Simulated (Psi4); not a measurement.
# OMP2/def2-SVPD (density fitting for correlation) run of BPH6 (SMILES [BH3-][PH3+])

What is the vertical electron affinity of BPH6 at OMP2/def2-SVPD (density fitting for correlation)? 

Program for the calculation: Psi4 1.11.

3 further runs of the same task are left out: 3 set aside as unsound or not needed.

## (1) The structure to begin with

BPH6: 8 atoms, total charge 0, spin state singlet. SMILES: `[BH3-][PH3+]`. Geometry: relaxed at PBE0-D4/def2-TZVP.

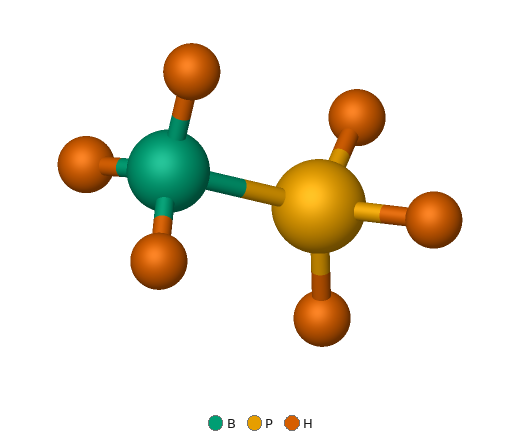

The structure, seen from a chosen angle (boron teal, phosphorus amber, hydrogen orange).

## (2) The energy at OMP2/def2-SVPD (density fitting for correlation)

The input, input.in:

```
memory 1.6 GB

molecule geom {
  B
  P 1 r2
  H 1 r3 2 a3
  H 1 r4 3 a4 2 d4
  H 1 r5 4 a5 3 d5
  H 2 r6 1 a6 4 d6
  H 2 r7 6 a7 1 d7
  H 2 r8 6 a8 7 d8

  r2 = 1.910234
  r3 = 1.209149
  a3 = 103.78266
  r4 = 1.209077
  a4 = 114.50423
  d4 = 112.45937
  r5 = 1.209159
  a5 = 114.502
  d5 = -135.11661
  r6 = 1.408393
  a6 = 118.03282
  d6 = -179.98103
  r7 = 1.408511
  a7 = 99.69246
  d7 = 129.17104
  r8 = 1.408497
  a8 = 99.69328
  d8 = 101.6758
  symmetry c1
  no_reorient
  no_com
}

set globals {
  basis def2-SVPD
  puream true
  e_convergence 1e-09
  d_convergence 1e-08
  scf_type pk
  num_frozen_docc 6
}

energy("omp2")
print_variables()
```

Run with:

```sh
$ psi4 -n 1 input.in input.out
```

input.out:

```text
[...]
  Running in c1 symmetry.
[...]
  Nuclear repulsion =   59.544512680838281
[...]
  Multiplicity = 1
[...]
  Nalpha       = 13
  Nbeta        = 13
[...]
    Number of basis functions: 92
[...]
   @RHF iter   1:  -368.66601186913641   -3.49986e-01   3.31783e-03 ADIIS/DIIS
[...]
   @RHF iter  10:  -368.75627832156715   -2.04636e-12   2.02231e-09 DIIS
[...]
    Orbital Energies [Eh]
    ---------------------
    Doubly Occupied:
       1A    -79.986970     2A     -7.551856     3A     -7.535807
       4A     -5.451910     5A     -5.451910     6A     -5.450604
       7A     -0.922737     8A     -0.689991     9A     -0.585465
      10A     -0.585438    11A     -0.439783    12A     -0.436704
      13A     -0.436690
[...]
  @RHF Final Energy:  -368.75627832156715
   => Energetics <=
    Nuclear Repulsion Energy =             59.5445126808382810
    One-Electron Energy =                -625.5498534103447810
    Two-Electron Energy =                 197.2490624079393911
    Total Energy =                       -368.7562783215671516
[...]
 Multipole Moments:
 ------------------------------------------------------------------------------------
     Multipole            Electronic (a.u.)      Nuclear  (a.u.)        Total (a.u.)
 ------------------------------------------------------------------------------------
 L = 1.  Multiply by 2.5417464519 to convert [e a0] to [Debye]
 Dipole X            :         -0.0005440            0.0004995           -0.0000446
 Dipole Y            :         -0.0005693            0.0005480           -0.0000213
 Dipole Z            :          2.2255258           -0.4936840            1.7318418
 Magnitude           :                                                    1.7318418
[...]
	Warning: cc_lambda option is changed to TRUE
	For this residual convergence, default PCG convergence is:     1.00e-07
[...]
	DF-MP2 Total Energy (a.u.)         :  -369.01499283545854
[...]
	DF-MP2 Total Energy (a.u.)         :  -369.01786753335659
[...]
	DF-OMP2 Total Energy (a.u.)        :  -369.01786753335477
[...]
```

Wall time 11 s (1 thread of AMD EPYC 7B13 (Zen 3), shared host); peak memory 0.32 GiB.

## (3) The doublet anion

The input, bh6p.json:

```json
{
 "schema_name": "qcschema_input",
 "schema_version": 1,
 "molecule": {
  "schema_name": "qcschema_molecule",
  "schema_version": 2,
  "symbols": ["B", "P", "H", "H", "H", "H", "H", "H"],
  "geometry": [-1.0508767, 0.42934578, -1.72720968, 0.81995217, -0.34317426, 1.26177013, -3.20006222, 0.64836503, -0.98284656, -0.69504127, -1.37987802, -3.07647413, -0.1048798, 2.37009451, -2.47535225, 0.7914173, 1.42806603, 3.24806126, 3.4451597, -0.71866285, 1.03386916, 0.16856357, -2.54205958, 2.61273534],
  "molecular_charge": -1,
  "molecular_multiplicity": 2,
  "fix_symmetry": "c1"
 },
 "driver": "energy",
 "model": {
  "method": "omp2",
  "basis": "def2-SVPD"
 },
 "keywords": {
  "reference": "uhf",
  "puream": true,
  "e_convergence": 1e-09,
  "d_convergence": 1e-08,
  "scf_type": "pk",
  "num_frozen_docc": 6,
  "maxiter": 200
 }
}
```

Run with:

```sh
$ psi4 --qcschema bh6p.json -n 1 --memory 1600MB
```

stdout:

```text
[...]
  Running in c1 symmetry.
[...]
  Nuclear repulsion =   59.544517167020494
[...]
  Multiplicity = 2
[...]
  Nalpha       = 14
  Nbeta        = 13
[...]
    Number of basis functions: 92
[...]
   @UHF iter   1:  -368.53859987549851   -2.22574e-01   3.82332e-03 ADIIS/DIIS
[...]
   @UHF iter  16:  -368.67932381749279   -1.63141e-11   7.49568e-09 DIIS
[...]
   @S^2 Observed:                7.517472262E-01
[...]
    Orbital Energies [Eh]
    ---------------------
    Alpha Occupied:
       1A    -79.802464     2A     -7.375731     3A     -7.370601
       4A     -5.268977     5A     -5.268976     6A     -5.268373
       7A     -0.752599     8A     -0.530434     9A     -0.408650
      10A     -0.408624    11A     -0.279536    12A     -0.278253
      13A     -0.278238    14A      0.074171
    Alpha Virtual:
      15A      0.216337    16A      0.287864    17A      0.287873
      18A      0.317554    19A      0.317563    20A      0.321634
      21A      0.338978    22A      0.338983    23A      0.357863
      24A      0.357873    25A      0.359280    26A      0.403733
[...]
  @UHF Final Energy:  -368.67932381749279
   => Energetics <=
    Nuclear Repulsion Energy =             59.5445171670204942
    One-Electron Energy =                -629.9736975093685487
    Two-Electron Energy =                 201.7498565248553462
    Total Energy =                       -368.6793238174927865
  UHF NO Occupations:
  HONO-2 :   12  A 1.9997540
  HONO-1 :   13  A 1.9997527
[...]
 Multipole Moments:
 ------------------------------------------------------------------------------------
     Multipole            Electronic (a.u.)      Nuclear  (a.u.)        Total (a.u.)
 ------------------------------------------------------------------------------------
 L = 1.  Multiply by 2.5417464519 to convert [e a0] to [Debye]
 Dipole X            :          1.1215917           -0.2562415            0.8653501
 Dipole Y            :         -0.4633599            0.1061634           -0.3571966
 Dipole Z            :          1.7912659           -0.4084037            1.3828622
 Magnitude           :                                                    1.6699485
[...]
	Warning: cc_lambda option is changed to TRUE
	For this residual convergence, default PCG convergence is:     1.00e-07
[...]
	DF-SCS-MP2 Total Energy (a.u.)     :  -368.96504532753397
	DF-SOS-MP2 Total Energy (a.u.)     :  -368.96941076401981
[...]
	DF-SCS-OMP2 Total Energy (a.u.)    :  -368.96793307090104
	DF-SOS-OMP2 Total Energy (a.u.)    :  -368.94862784272760
	DF-SCS(N)-OMP2 Total Energy (a.u.) :  -368.77664894642618
[...]
	DF-OMP2 Total Energy (a.u.)        :  -368.96089177707188
[...]
```

The result, in JSON:

```text
{
 "driver": "energy",
 "model": {
  "method": "omp2",
  "basis": "def2-SVPD"
 },
 "success": true,
 "return_result": -368.9608917770719,
 "properties": {
  "calcinfo_nbasis": 92,
  "calcinfo_nmo": 92,
  "calcinfo_nalpha": 14,
  "calcinfo_nbeta": 13,
  "calcinfo_natom": 8,
  "nuclear_repulsion_energy": 59.544517167020494,
  "return_energy": -368.9608917770719,
  "scf_one_electron_energy": -629.9736975093685,
  "scf_two_electron_energy": 201.74985652485535,
  "scf_dipole_moment": [0.865350118820998, -0.3571965765141354, 1.3828621516310564],
  "scf_total_energy": -368.6793238174928,
  "scf_iterations": 16,
  "mp2_same_spin_correlation_energy": -0.05384683204865157,
  "mp2_opposite_spin_correlation_energy": -0.22314380502079695,
  "mp2_singles_energy": 0.0,
  "mp2_doubles_energy": -0.2769906370694485,
  "mp2_correlation_energy": -0.2769906370694457,
  "mp2_total_energy": -368.95631445456223
 }
}
```

Wall time 28 s (1 thread of AMD EPYC 7B13 (Zen 3), shared host); peak memory 0.32 GiB.

## (4) Outcome

Level: OMP2/def2-SVPD (density fitting for correlation), 6 core orbitals frozen.

```
                                                                 quantity          value
                                               singlet BPH6: total energy  -369.01787 Eh
                        singlet BPH6: HOMO energy (Hartree–Fock orbitals)      -11.88 eV
                        singlet BPH6: LUMO energy (Hartree–Fock orbitals)        2.15 eV
                      singlet BPH6: HOMO–LUMO gap (Hartree–Fock orbitals)       14.03 eV
                singlet BPH6: correlation energy (6 core orbitals frozen)     -261.6 mEh
                                              doublet anion: total energy  -368.96089 Eh
doublet anion: HOMO energy (Hartree–Fock orbitals) (highest over α and β)        2.02 eV
 doublet anion: LUMO energy (Hartree–Fock orbitals) (lowest over α and β)        5.89 eV
               doublet anion: correlation energy (6 core orbitals frozen)     -281.6 mEh
                         doublet anion: ⟨S²⟩ of the reference determinant          0.752
                        vertical electron affinity (to the doublet anion)      -1.550 eV
```

**Reading.** The anion lies 1.55 eV (36 kcal/mol) above the neutral: the electron isn't bound at this level, and such a value depends on the basis. The HOMO (doublet anion) lies at positive energy, 2.02 eV: the electron is unbound at this level or held by a compact basis; values depend on the basis.
